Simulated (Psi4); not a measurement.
# One shape, several levels: singlet [C2F5]+

We compute a comparison of 5 runs (HF/3-21G, B3LYP/6-31G*, HSE06/cc-pVDZ, TPSSh/cc-pVDZ, wB97X-V/cc-pVDZ) of singlet [C2F5]+. 

The results are computed with Psi4 1.11.

### 1 The molecule

The species is [C2F5]+ (7 atoms), meant as a singlet with charge +1. SMILES of the parent species: `F[C](F)C(F)(F)F`. The coordinates come from a PBE0-D4/def2-TZVP relaxation. That shape belongs to the parent species and isn't relaxed for this state.

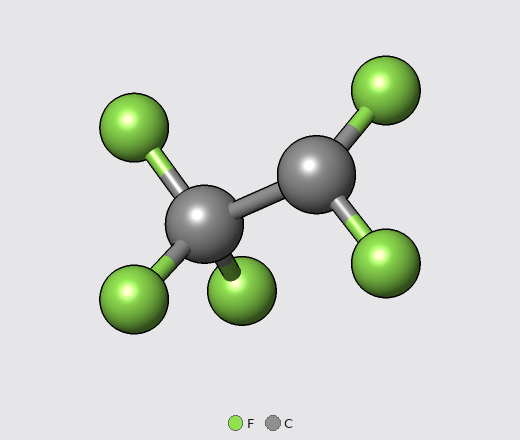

The structure, seen from a chosen angle (fluorine green, carbon grey).

### 2 A single-point energy at HF/3-21G (run 1)

The input, run.py:

```python
import psi4

psi4.set_memory('2200 MB')
psi4.set_num_threads(1)
psi4.core.set_output_file('c2f5.out', False)

geom = psi4.geometry("""
1 1
F      2.94991917    -1.59874610     0.96933502
C      0.60851071    -0.88518551     1.36655545
F     -0.87707859    -2.79911903     1.89475280
C     -0.43150006     0.90858032    -0.60567612
F      1.09218611     2.88578187    -0.84058797
F     -2.71137904     1.69340248     0.08171176
F     -0.63063940    -0.20473293    -2.86607202
units au
symmetry c1
no_reorient
no_com
""")

psi4.set_options({
    'basis': '3-21G',
    'puream': True,
    'e_convergence': 1e-09,
    'd_convergence': 1e-08,
    'scf_type': 'pk',
})

E = psi4.energy('hf')
print(f'hf energy: {E:.10f} Eh')
```

On the command line:

```
$ python run.py
```

c2f5.out:

```text
[...]
  Running in c1 symmetry.
[...]
  Nuclear repulsion =  346.112002489475856
[...]
  Multiplicity = 1
[...]
  Nalpha       = 28
  Nbeta        = 28
[...]
    Number of basis functions: 63
[...]
   @RHF iter   1:  -569.08759115749797   -7.77032e-02   1.11693e-02 ADIIS/DIIS
[...]
   @RHF iter  14:  -569.35702865699488   -2.84217e-12   4.32077e-09 DIIS
[...]
    Orbital Energies [Eh]
    ---------------------
    Doubly Occupied:
       1A    -26.632876     2A    -26.632435     3A    -26.506358
       4A    -26.489351     5A    -26.488676     6A    -11.869678
       7A    -11.789625     8A     -2.096668     9A     -2.022580
      10A     -2.014601    11A     -1.909014    12A     -1.906108
      13A     -1.399293    14A     -1.231710    15A     -1.160873
      16A     -1.154878    17A     -1.118887    18A     -1.074968
      19A     -1.074346    20A     -1.049215    21A     -1.026699
      22A     -1.016164    23A     -0.952399    24A     -0.947858
      25A     -0.912655    26A     -0.912157    27A     -0.900221
      28A     -0.889874
[...]
  @RHF Final Energy:  -569.35702865699488
   => Energetics <=
    Nuclear Repulsion Energy =            346.1120024894758558
    One-Electron Energy =               -1464.5777309028198943
    Two-Electron Energy =                 549.1086997563492105
    Total Energy =                       -569.3570286569948848
[...]
 Multipole Moments:
 ------------------------------------------------------------------------------------
     Multipole            Electronic (a.u.)      Nuclear  (a.u.)        Total (a.u.)
 ------------------------------------------------------------------------------------
 L = 1.  Multiply by 2.5417464519 to convert [e a0] to [Debye]
 Dipole X            :          1.0698145           -0.5308618            0.5389527
 Dipole Y            :         -0.6255973           -0.0703545           -0.6959519
 Dipole Z            :          3.6061009           -2.2824677            1.3236332
 Magnitude           :                                                    1.5895986
[...]
```

The script printed:

```text
hf energy: -569.3570286570 Eh
```

Run time: 3.3 s. Hardware: 1 thread of Intel Xeon Platinum 8259CL at 2.50GHz (Skylake/Cascade Lake), shared host; peak memory 0.21 GiB.

### 3 Energy and gradient at B3LYP/6-31G(d) (spherical functions) (run 2)

The input, c2f5.xyz:

```xyz
7
C2F5
F      1.561030    -0.846020     0.512950
C      0.322010    -0.468420     0.723150
F     -0.464130    -1.481230     1.002660
C     -0.228340     0.480800    -0.320510
F      0.577960     1.527090    -0.444820
F     -1.434800     0.896110     0.043240
F     -0.333720    -0.108340    -1.516660
```

The input, run.py:

```python
import numpy as np
from ase.calculators.psi4 import Psi4
from ase.io import read

mol = read('c2f5.xyz')
calc = Psi4(atoms=mol, method='b3lyp', basis='6-31G*', memory='2200MB', num_threads=1, charge=1, multiplicity=1, label='psi4-calc')
calc.psi4.set_options({'puream': True, 'e_convergence': 1e-09, 'd_convergence': 1e-08, 'scf_type': 'pk', 'dft_radial_points': 99, 'dft_spherical_points': 590})
mol.calc = calc

forces = mol.get_forces()
print(f'energy: {mol.get_potential_energy():.6f} eV')
print('forces / eV A^-1')
print(np.round(forces, 5))
```

On the command line:

```
$ python run.py
```

psi4-calc.dat:

```text
[...]
  Running in c1 symmetry.
[...]
  Nuclear repulsion =  346.112002362467138
[...]
  Multiplicity = 1
[...]
  Nalpha       = 28
  Nbeta        = 28
[...]
    Number of basis functions: 98
[...]
   @RKS iter   1:  -574.82598635619831    3.10032e-01   6.10677e-03 ADIIS/DIIS
[...]
   @RKS iter  13:  -574.95730365734096   -1.70530e-12   4.33195e-09 DIIS
[...]
  @RKS Final Energy:  -574.95730365734096
   => Energetics <=
    Nuclear Repulsion Energy =            346.1120023624671376
    One-Electron Energy =               -1471.0142158109024422
    Two-Electron Energy =                 600.6189054270271299
    DFT Exchange-Correlation Energy =     -50.6739956359328119
    Empirical Dispersion Energy =           0.0000000000000000
    VV10 Nonlocal Energy =                  0.0000000000000000
    Total Energy =                       -574.9573036573409581
[...]
 Multipole Moments:
 ------------------------------------------------------------------------------------
     Multipole            Electronic (a.u.)      Nuclear  (a.u.)        Total (a.u.)
 ------------------------------------------------------------------------------------
 L = 1.  Multiply by 2.5417464519 to convert [e a0] to [Debye]
 Dipole X            :          0.4354275            0.0623769            0.4978043
 Dipole Y            :         -0.7696256            0.0082463           -0.7613794
 Dipole Z            :          0.8009872            0.2681329            1.0691201
 Magnitude           :                                                    1.4037540
[...]
  -Total Gradient:
     Atom            X                  Y                   Z
    ------   -----------------  -----------------  -----------------
       1        0.047813920137    -0.028639065008    -0.035664003833
       2       -0.028710327482     0.135021462579     0.056446210152
       3       -0.034231068366    -0.054357281781    -0.015836823110
       4        0.037304093122    -0.090296100376     0.037039419121
       5       -0.005567614377     0.010701427555    -0.008246529885
       6       -0.005181989426     0.010794157599    -0.008325130675
       7       -0.011424407938     0.016739004652    -0.025446641735
[...]
```

The script printed:

```text
energy: -15645.385137 eV
forces / eV A^-1
[[-2.45869  1.47268  1.83392]
 [ 1.47634 -6.94308 -2.90258]
 [ 1.76023  2.79516  0.81436]
 [-1.91825  4.64321 -1.90464]
 [ 0.2863  -0.55029  0.42405]
 [ 0.26647 -0.55506  0.4281 ]
 [ 0.58747 -0.86075  1.30852]]
```

Run time: 35 s. Hardware: 1 thread of Intel Xeon Platinum 8259CL at 2.50GHz (Skylake/Cascade Lake), shared host; peak memory 0.87 GiB.

Runs 3 to 4 aren't shown in full; the table further down has their settings and results.

### 4 A single-point energy at wB97X-V/cc-pVDZ (run 5)

The input, job.dat:

```
memory 2200 MB

molecule {
  1 1
  F
  C 1 R2
  F 2 R3 1 A3
  C 2 R4 3 A4 1 D4
  F 4 R5 2 A5 3 D5
  F 4 R6 5 A6 2 D6
  F 4 R7 5 A7 6 D7

  R2 = 1.312226
  R3 = 1.312222
  A3 = 112.19077
  R4 = 1.514308
  A4 = 114.38599
  D4 = 132.43862
  R5 = 1.326761
  A5 = 109.75704
  D5 = 174.43932
  R6 = 1.326779
  A6 = 109.3566
  D6 = 120.43374
  R7 = 1.337522
  A7 = 108.14647
  D7 = 117.54788
  symmetry c1
  no_reorient
  no_com
}

set {
  puream true
  e_convergence 1e-09
  d_convergence 1e-08
  scf_type pk
  dft_radial_points 99
  dft_spherical_points 590
}

energy_value, wavefunction = energy('wb97x-v/cc-pVDZ', return_wfn=True)
print_variables()
```

On the command line:

```
$ psi4 -i job.dat -o job.out -n 1
```

job.out:

```text
[...]
  Running in c1 symmetry.
[...]
  Nuclear repulsion =  346.112020387941186
[...]
  Multiplicity = 1
[...]
  Nalpha       = 28
  Nbeta        = 28
[...]
    Number of basis functions: 98
[...]
   @RKS iter   1:  -574.63784531776025    1.47777e-01   6.89644e-03 DIIS/ADIIS
[...]
   @RKS iter  14:  -574.82179590008434   -3.18323e-12   8.67945e-09 DIIS
[...]
    Orbital Energies [Eh]
    ---------------------
    Doubly Occupied:
       1A    -25.193501     2A    -25.193494     3A    -25.077323
       4A    -25.059088     5A    -25.059069     6A    -10.894093
       7A    -10.827361     8A     -1.791141     9A     -1.725496
      10A     -1.710621    11A     -1.616451    12A     -1.611343
      13A     -1.226147    14A     -1.099195    15A     -1.046185
      16A     -1.022046    17A     -1.000303    18A     -0.957066
      19A     -0.954300    20A     -0.911547    21A     -0.899334
      22A     -0.884061    23A     -0.826323    24A     -0.823005
      25A     -0.792022    26A     -0.782860    27A     -0.778874
      28A     -0.760635
[...]
  @RKS Final Energy:  -574.82179590008434
   => Energetics <=
    Nuclear Repulsion Energy =            346.1120203879411861
    One-Electron Energy =               -1470.3693658936585962
    Two-Electron Energy =                 594.3570763164182154
    DFT Exchange-Correlation Energy =     -45.1512756987267707
    Empirical Dispersion Energy =           0.0000000000000000
    VV10 Nonlocal Energy =                  0.2297489879416435
    Total Energy =                       -574.8217959000843393
[...]
 Multipole Moments:
 ------------------------------------------------------------------------------------
     Multipole            Electronic (a.u.)      Nuclear  (a.u.)        Total (a.u.)
 ------------------------------------------------------------------------------------
 L = 1.  Multiply by 2.5417464519 to convert [e a0] to [Debye]
 Dipole X            :          0.8714162            0.2743546            1.1457708
 Dipole Y            :         -0.7764245           -0.0199863           -0.7964107
 Dipole Z            :         -0.5222452           -0.0135730           -0.5358182
 Magnitude           :                                                    1.4947113
[...]
```

Run time: 3.3 min. Hardware: 1 thread of Intel Xeon Platinum 8259CL at 2.50GHz (Skylake/Cascade Lake), shared host; peak memory 1.4 GiB.

### 5 Overview of the runs

```
run                               level      task         integration grid  energy (Eh)  HOMO energy (eV)  LUMO energy (eV)  HOMO–LUMO gap (eV)  wall time
  1                            HF/3-21G    energy                        –  -569.357029            -24.21             -9.79               14.43      3.3 s
  2  B3LYP/6-31G* (spherical functions)  gradient  99 radial × 590 angular  -574.957304            -17.69            -13.29                4.40       35 s
  3                       HSE06/cc-pVDZ    energy  99 radial × 590 angular  -574.502384            -17.81            -13.60                4.22       63 s
  4                       TPSSh/cc-pVDZ    energy  99 radial × 590 angular  -575.002563            -17.00            -13.60                3.40       70 s
  5                     wB97X-V/cc-pVDZ    energy  99 radial × 590 angular  -574.821796            -20.70            -10.70               10.00    3.3 min
```

### 6 Summary of results

| quantity | value |
| --- | --- |
| run 5: total energy | -574.82180 Eh |
| run 5: HOMO energy | -20.70 eV |
| run 5: LUMO energy | -10.70 eV |
| run 5: HOMO–LUMO gap | 10.00 eV |

What this shows: The HOMO–LUMO gap runs from 3.40 eV (TPSSh/cc-pVDZ) to 14.43 eV (HF/3-21G). The two ends differ in method and basis. Totals of different functionals can't be ranked against each other. All runs together took 6.2 min, the longest 3.3 min.
